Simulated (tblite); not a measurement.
**Relaxed scan, with input and output: C$_{7}$H$_{12}$O$_{2}$**

System: C$_{7}$H$_{12}$O$_{2}$, SMILES O=C1CCCOCCC1.
Method: GFN2-xTB relaxed scan under a harmonic restraint, gas phase (tblite 0.8.0).

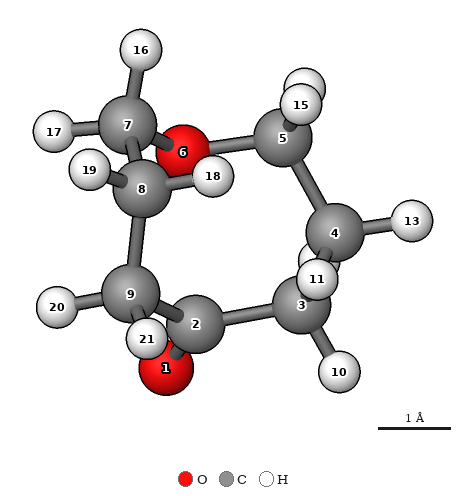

Figure 1. The structure as given in the input (ball-and-stick view, seen at a tilt; atoms are numbered from 1 in the order of the input). Bond lengths as drawn: C–C 1.52 to 1.53 Å, C–H 1.09 to 1.10 Å and C–O 1.20 to 1.42 Å.

Summary

```json
{"quantity": "outcome", "value": "converged"}
{"quantity": "hardware", "value": "1 CPU thread, shared host"}
{"quantity": "wall time", "value": "2.5 s"}
{"quantity": "peak memory", "value": "0.19 GiB"}
```

Input
```
{"job": {"xc": "GFN2-xTB", "basis": "xTB", "coordinate": [["t", [2, 3, 4, 5], 1.0]], "kind": "drive"}, "charge": 0, "multiplicity": 1}
O     -0.524996    -1.815016     1.614092
C     -0.144844    -1.392587     0.551957
C     -1.115540    -1.104953    -0.582856
C     -1.970068     0.115950    -0.231168
C     -1.096742     1.357450    -0.051705
O     -0.134088     1.127718     0.960381
C      1.214958     1.246364     0.586636
C      1.684434     0.130844    -0.353082
C      1.331376    -1.234732     0.233455
H     -1.772564    -1.971590    -0.680081
H     -0.594330    -0.951760    -1.527611
H     -2.483719    -0.082566     0.710074
H     -2.712543     0.300982    -1.009178
H     -1.723161     2.201881     0.264956
H     -0.614302     1.628288    -0.997769
H      1.407028     2.227701     0.126427
H      1.763724     1.188323     1.530137
H      1.223297     0.254638    -1.334680
H      2.764735     0.211104    -0.484031
H      1.893019    -1.401515     1.154319
H      1.595404    -2.019583    -0.480743
```

The first line tells a small driver script what to run in tblite; the rest is the geometry in Å.

Launch command:
```bash
OMP_NUM_THREADS=1 python <driver script> task.json out
```

The program's output
```
point  coordinate     E/eV
  0    -44.200     -795.44572
  1    -29.900     -795.35673
  2    -15.100     -795.26619
  3     -0.000     -795.22307
  4     15.100     -795.25514
  5     29.500     -795.40088
  6     43.200     -795.42122
  7     57.400     -795.40618
```
